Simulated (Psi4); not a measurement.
# NOF (nitrosyl fluoride) at B3LYP/def2-TZVPP (sweep point 4)

What is the vertical ionisation energy of NOF (nitrosyl fluoride) at B3LYP/def2-TZVPP (sweep point 4)? 

The calculation is run with Psi4 1.11.

### 1 The structure to begin with

NOF: 3 atoms, total charge 0, spin state singlet. As SMILES, `O=NF`. The coordinates come from a GFN2-xTB relaxation.

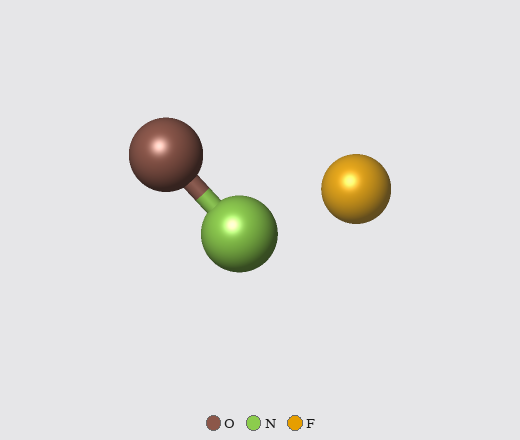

The structure, seen from a chosen angle (oxygen brown, nitrogen green, fluorine amber).

### 2 The energy at B3LYP/def2-TZVPP (sweep point 4)

Contents of input.inp:

```
memory 1600 MB

molecule {
  0 1
  O      1.66530225     0.45933573     0.96725632
  N      0.27829997    -0.91016769     0.05497213
  F     -1.94362111     0.45085086    -1.02224735
  units bohr
  symmetry c1
}

set {
  puream               true
  scf_type             pk
  dft_radial_points    99
  dft_spherical_points 590
}

e, wfn = energy('b3lyp/def2-TZVPP', return_wfn=True)
print_variables()
```

Launch:

```console
$ psi4 -n 1 input.inp input.out
```

input.out:

```text
[...]
  Running in c1 symmetry.
[...]
  Nuclear repulsion =   65.836732049838020
[...]
  Multiplicity = 1
[...]
  Nalpha       = 12
  Nbeta        = 12
[...]
    Number of basis functions: 93
[...]
   @RKS iter   1:  -229.75350423392067   -3.44872e-01   4.95970e-03 DIIS/ADIIS
[...]
   @RKS iter   8:  -229.81538814925659   -4.00651e-08   6.39543e-07 DIIS
[...]
    Orbital Energies [Eh]
    ---------------------
    Doubly Occupied:
       1A    -24.693334     2A    -19.290844     3A    -14.565521
       4A     -1.317809     5A     -1.176227     6A     -0.727214
       7A     -0.599488     8A     -0.571715     9A     -0.557011
      10A     -0.420389    11A     -0.409305    12A     -0.353238
[...]
  @RKS Final Energy:  -229.81538814925659
   => Energetics <=
    Nuclear Repulsion Energy =             65.8367320498380195
    One-Electron Energy =                -446.9623322968450339
    Two-Electron Energy =                 172.1708443737922209
    DFT Exchange-Correlation Energy =     -20.8606322760417981
    Empirical Dispersion Energy =           0.0000000000000000
    VV10 Nonlocal Energy =                  0.0000000000000000
    Total Energy =                       -229.8153881492565915
[...]
 Multipole Moments:
 ------------------------------------------------------------------------------------
     Multipole            Electronic (a.u.)      Nuclear  (a.u.)        Total (a.u.)
 ------------------------------------------------------------------------------------
 L = 1.  Multiply by 2.5417464519 to convert [e a0] to [Debye]
 Dipole X            :         -0.5063178            1.0280149            0.5216971
 Dipole Y            :          0.0345342           -0.1911438           -0.1566095
 Dipole Z            :         -0.0000000            0.0000000           -0.0000000
 Magnitude           :                                                    0.5446966
[...]
```

Run time: 5.7 s. Hardware: 1 thread of AMD EPYC 9R45 (Zen 5), shared host; peak memory 0.74 GiB.

### 3 The doublet cation

Contents of input.in:

```
memory 1600 MB

molecule {
  1 2
  O      1.66530225     0.45933573     0.96725632
  N      0.27829997    -0.91016769     0.05497213
  F     -1.94362111     0.45085086    -1.02224735
  units bohr
  symmetry c1
}

set basis def2-TZVPP
set reference uks
set puream true
set scf_type pk
set dft_radial_points 99
set dft_spherical_points 590
set maxiter 150

energy_value = energy("b3lyp")
```

Launch:

```console
$ psi4 input.in input.out -n 1
```

input.out:

```text
[...]
  Running in c1 symmetry.
[...]
  Nuclear repulsion =   65.836732049838020
[...]
  Multiplicity = 2
[...]
  Nalpha       = 12
  Nbeta        = 11
[...]
    Number of basis functions: 93
[...]
   @UKS iter   1:  -229.27596389045490    1.32669e-01   4.04134e-03 DIIS/ADIIS
[...]
   @UKS iter  11:  -229.33367675494964   -9.60173e-08   7.81951e-07 DIIS
[...]
   @S^2 Observed:                7.664434720E-01
[...]
    Orbital Energies [Eh]
    ---------------------
    Alpha Occupied:
       1A    -25.117297     2A    -19.723021     3A    -14.972755
       4A     -1.711317     5A     -1.575232     6A     -1.112446
       7A     -0.994691     8A     -0.945508     9A     -0.943222
      10A     -0.795872    11A     -0.788969    12A     -0.769091
    Alpha Virtual:
      13A     -0.510253    14A     -0.401464    15A     -0.102798
      16A     -0.041647    17A      0.012663    18A      0.015441
      19A      0.097267    20A      0.132253    21A      0.164632
      22A      0.180608    23A      0.251914    24A      0.284122
      25A      0.353918    26A      0.409086    27A      0.555189
[...]
  @UKS Final Energy:  -229.33367675494964
   => Energetics <=
    Nuclear Repulsion Energy =             65.8367320498380195
    One-Electron Energy =                -437.7483883964148390
    Two-Electron Energy =                 163.0732973844481251
    DFT Exchange-Correlation Energy =     -20.4953177928209307
    Empirical Dispersion Energy =           0.0000000000000000
    VV10 Nonlocal Energy =                  0.0000000000000000
    Total Energy =                       -229.3336767549496358
[...]
 Multipole Moments:
 ------------------------------------------------------------------------------------
     Multipole            Electronic (a.u.)      Nuclear  (a.u.)        Total (a.u.)
 ------------------------------------------------------------------------------------
 L = 1.  Multiply by 2.5417464519 to convert [e a0] to [Debye]
 Dipole X            :         -0.3916381            1.0280149            0.6363768
 Dipole Y            :         -0.0848910           -0.1911438           -0.2760348
 Dipole Z            :         -0.0000000            0.0000000           -0.0000000
 Magnitude           :                                                    0.6936646
[...]
```

It took 9.9 s on 1 thread of AMD EPYC 9R45 (Zen 5), shared host; peak memory 0.74 GiB.

### 4 What came out

At B3LYP/def2-TZVPP (sweep point 4):

| quantity | value |
| --- | --- |
| singlet NOF: total energy | -229.81539 Eh |
| singlet NOF: dipole moment | 1.38 D |
| singlet NOF: HOMO energy | -9.61 eV |
| singlet NOF: LUMO energy | -3.76 eV |
| singlet NOF: HOMO–LUMO gap | 5.85 eV |
| doublet cation: total energy | -229.33368 Eh |
| doublet cation: HOMO energy (highest over α and β) | -20.90 eV |
| doublet cation: LUMO energy (lowest over α and β) | -16.64 eV |
| doublet cation: ⟨S²⟩ | 0.766 |
| vertical ionisation energy (to the doublet cation) | 13.108 eV |

The vertical ionisation energy comes to 13.11 eV (1265 kJ/mol). The negative HOMO energy of the first species, 9.61 eV, lies 3.50 eV below that difference.
